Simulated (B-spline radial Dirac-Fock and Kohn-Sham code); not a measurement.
Ir³⁺. The calculation used a Dirac–Hartree–Slater potential; 1 + βP₂(cos θ) + (δ + γ cos²θ) sin θ cos φ with E1 and E1–E2 terms (a B-spline radial code). Open shells are averaged over j.

A figure with this caption is to be made: «Angular distribution of photoelectrons from O5 (5d5/2) in the plane of the polarisation E (up) and the photon direction k (right), relative to an isotropic one.» What will it show?

At 1.49 keV, β = 1.348, γ = −0.040 and δ = 0.007. At 2.33 keV, β = 1.386, γ = 0.077 and δ = 0.024. At 3.71 keV, β = 1.340, γ = 0.400 and δ = 0.050. At 3.71 keV the emission 45° forward of E is 1.3 times that 45° backward, and the lobe peaks 6.0° from E towards k.

The result:

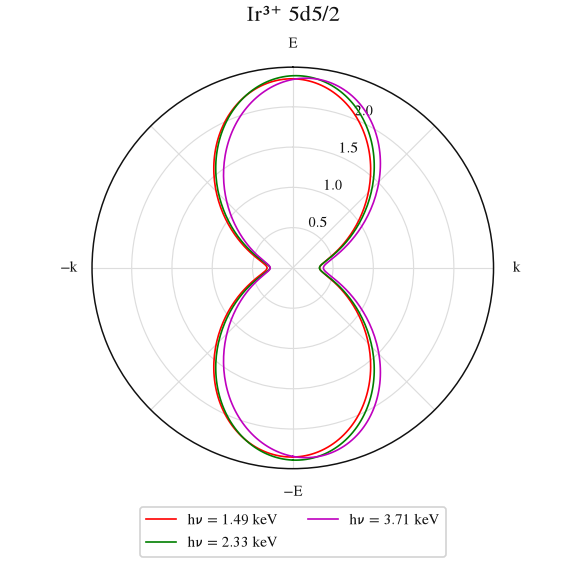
